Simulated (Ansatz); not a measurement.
Run report: C$_{18}$O, geometry relaxation (part 1 of 3)

System: C$_{18}$O (slab, 19 atoms in the cell).
Method: DFT PBEsol, scalar-relativistic, plane waves, PAW, spin-polarised (Ansatz 0.2.0).

It belongs to a series of runs on one base structure; here: start relaxed. Figures and captions count atoms from 1; the log counts them from 0 in places.

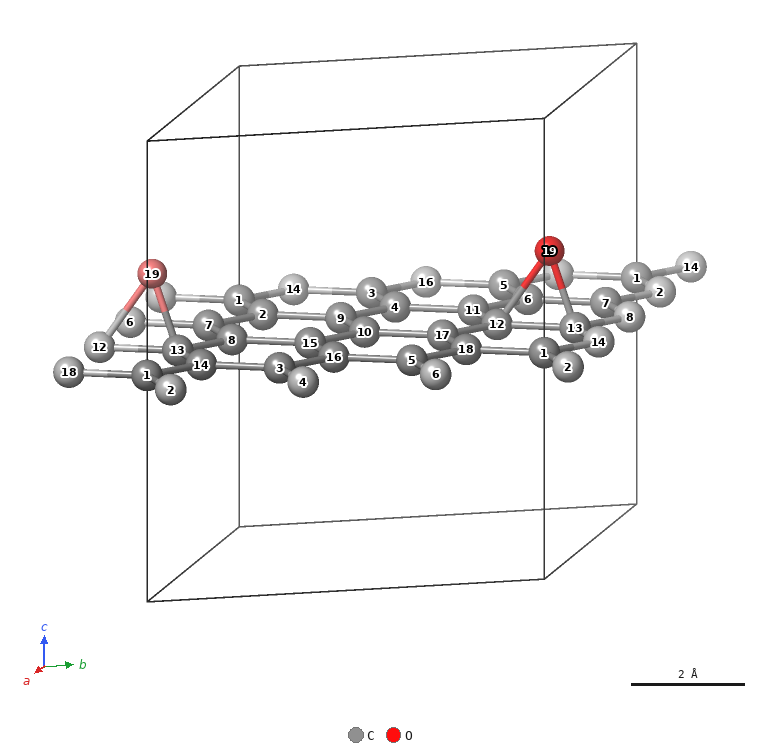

Figure 1. The input geometry (ball-and-stick view of the cell of the calculation, with the vacuum cut short, seen slightly off an axis; neighbours outside the cell are drawn fainter; atoms are numbered from 1 in the order of the input). Near neighbours in the crystal (not all of them lie inside the picture): C has 3 C at 1.42 Å; C has 3 C at 1.42 Å and 1 O at 1.44 to 1.63 Å; O has 2 C at 1.44 to 1.63 Å.

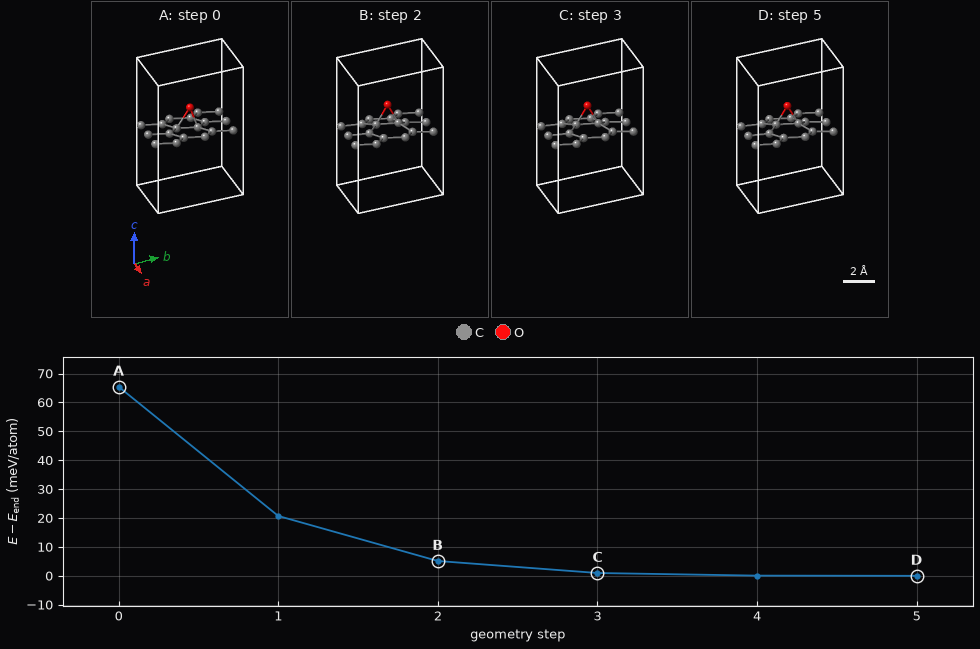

Figure 2. Frames of the relaxation (ball-and-stick view of the cell of the calculation, with the vacuum cut short (origin shifted), seen slightly off an axis) above the curves, on which the letters mark them (the first geometry is step 0 here and step 1 in the log).

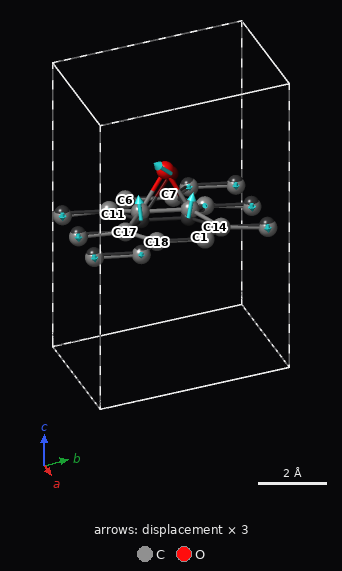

Figure 3. Start (faint) and end (solid) with the displacements as teal arrows, magnified 3 times (ball-and-stick view of the cell of the calculation, with the vacuum cut short (origin shifted), seen slightly off an axis). After 5 geometry steps the energy has fallen by 65.4 meV per atom. The largest force component goes from 2.7 to 0.045 eV/Å. O19 moves most: 0.29 Å. Largest moves by element: O 0.29 Å, C 0.26 Å. The cell stays as it was. Among the contacts that change: C12–O19 1.635 → 1.447 Å, C12–C13 1.424 → 1.500 Å, C11–C12 1.424 → 1.463 Å, C17–C18 1.424 → 1.394 Å. Among the angles that change: C8–C13–O19 94.9° → 113.2°, C11–C12–O19 101.9° → 113.2°, C12–C13–O19 69.7° → 58.8°. (Atoms are counted from 1 in the order of the input.)

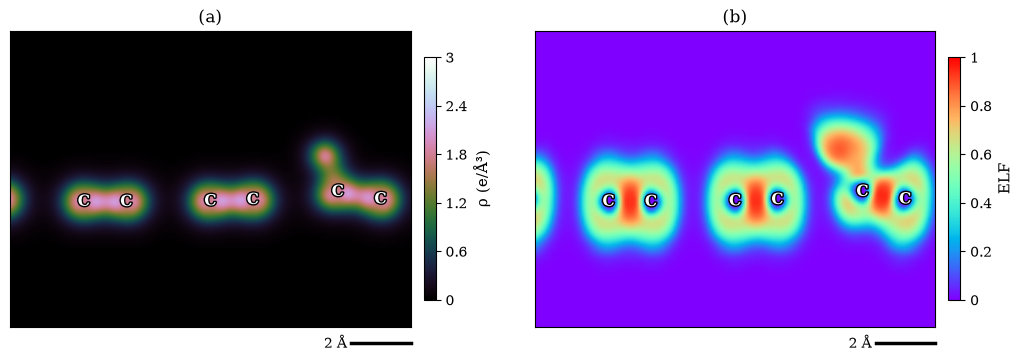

Figure 4. (a) valence charge density (pseudo); (b) ELF on the (110) plane of the calculation cell, a cut from vacuum to vacuum. The plane passes through C nuclei. The density dies away to nearly zero in the vacuum. Core electrons are frozen (PAW), so the fields are smoothed inside the atomic spheres.

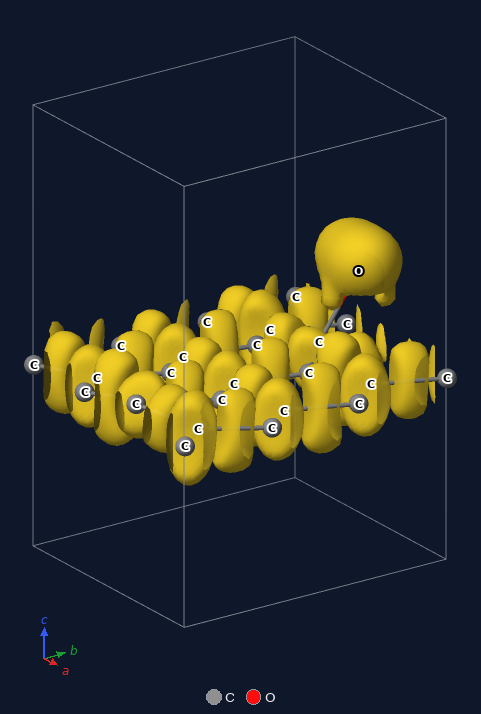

Figure 5. Isosurface of the ELF at 0.75 (yellow), seen slightly off an axis. Only the valence region is drawn (cores and ρ < 0.01 e/Å³ removed). Sticks mark near contacts. Counts are for one cell; the picture repeats the cell along the surface.

The input that produced these results follows, with the program's output.

### Input file
```yaml
crystal:
  lattice:
    - [7.398, 0.0, 0.0]
    - [-3.699, 6.406856, 0.0]
    - [0.0, 0.0, 11.0]
  atoms:
    - { symbol: C, position: [0.0, 0.0, 0.0909091] }
    - { symbol: C, position: [0.2222222, 0.1111111, 0.0909091] }
    - { symbol: C, position: [0.0, 0.3333333, 0.0909091] }
    - { symbol: C, position: [0.2222222, 0.4444444, 0.0909091] }
    - { symbol: C, position: [0.0, 0.6666667, 0.0909091] }
    - { symbol: C, position: [0.2222222, 0.7777778, 0.0909091] }
    - { symbol: C, position: [0.3333333, 0.0, 0.0909091] }
    - { symbol: C, position: [0.5555556, 0.1111111, 0.0909091] }
    - { symbol: C, position: [0.3333333, 0.3333333, 0.0909091] }
    - { symbol: C, position: [0.5555556, 0.4444444, 0.0909091] }
    - { symbol: C, position: [0.3333333, 0.6666667, 0.0909091] }
    - { symbol: C, position: [0.5555556, 0.7777778, 0.0909091] }
    - { symbol: C, position: [0.6666667, 0.0, 0.0909091] }
    - { symbol: C, position: [0.8888889, 0.1111111, 0.0909091] }
    - { symbol: C, position: [0.6666667, 0.3333333, 0.0909091] }
    - { symbol: C, position: [0.8888889, 0.4444444, 0.0909091] }
    - { symbol: C, position: [0.6666667, 0.6666667, 0.0909091] }
    - { symbol: C, position: [0.8888889, 0.7777778, 0.0909091] }
    - { symbol: O, position: [0.6080733, 0.9222093, 0.2127273], spin: 1.0 }
magnetization:
  spin_polarized: true
basis:
  ecutwfc: 420.0
kpoints:
  mp_grid: { grid: [2, 2, 1] }
hamiltonian:
  xc: pbesol
scf:
  occupations: { method: fermi_dirac, width: 0.05 }
  lower_state_search: "off"
relax:
  f_tol: 0.08
  max_steps: 25
  adjacent_minimum: "off"
output:
  write_density: true
  write_potential: true
  elf: true
  volumetric_format: npy
```

Run as:
```bash
ansatz run input.yaml --threads 1 --pin off --max-ram 3072MiB --backend cpu --events-out ev --progress --plain --runs-dir out
```

### What the program printed
```
Engine: ansatz 0.2.0, aarch64-unknown-linux-gnu
Pseudopotentials: kind: paw
Pseudopotential: C, paw, valence charge 4, recommended cutoff 420 eV (normal), C.paw.azcp
Pseudopotential: O, paw, valence charge 6, recommended cutoff 420 eV (normal), O.paw.azcp
Functional definition: PBEsol
  exchange = pbesol_x
  correlation = pbesol_c
Crystal: 19 atoms, lattice volume = 521.377 Å³
Basis set: ecut = 420 eV, 10225 PW (Γ), exchange–correlation on 100×100×150 points (8 copies of the dense FFT grid, shifted against one another)
Bands: 59, of which v1, the nominal top of the filled ones, is band 39 counted from 1 (38 counted from 0)
Symmetry: 1 space group operations
Space group: P1 (ITA 1), of the structure as read, at distance tolerance 8.0e-5 Å
Magnetic group: BNS 1.1 (UNI 1), of the structure as read, at distance tolerance 8.0e-5 Å
k-points: 4
Non-local potential: C, projectors of the file, l = 0: 2, l = 1: 2, l = 2: 1
Non-local potential: O, projectors of the file, l = 0: 2, l = 1: 2, l = 2: 1
PAW form: soft (Blöchl's): semilocal exchange-correlation on the pseudo side does not see the compensation charge
PAW frozen core: C, regenerated for the run's functional, and the local potential with it (the file was generated under x = pbe(κ = 0.804, μ = 0.2195149727645171), c = pbe(β = 0.06672455060314922))
PAW frozen core: O, regenerated for the run's functional, and the local potential with it (the file was generated under x = pbe(κ = 0.804, μ = 0.2195149727645171), c = pbe(β = 0.06672455060314922))
PAW one-centre angular grid: C, 110 points (default); XC on 64 Gauss nodes
PAW one-centre angular grid: O, 110 points (default); XC on 64 Gauss nodes
Initial density: superposition of atomic densities (neutral atoms: chi_scale 0, normalization atom)
Starting moments: Σ|m| = 1 μB on 1 of 19 sites
Initial wavefunctions: pseudopotential atomic-orbital guess
Functional: x = pbesol(κ = 0.804, μ = 0.12345679012345678), c = pbesol(β = 0.046)
```
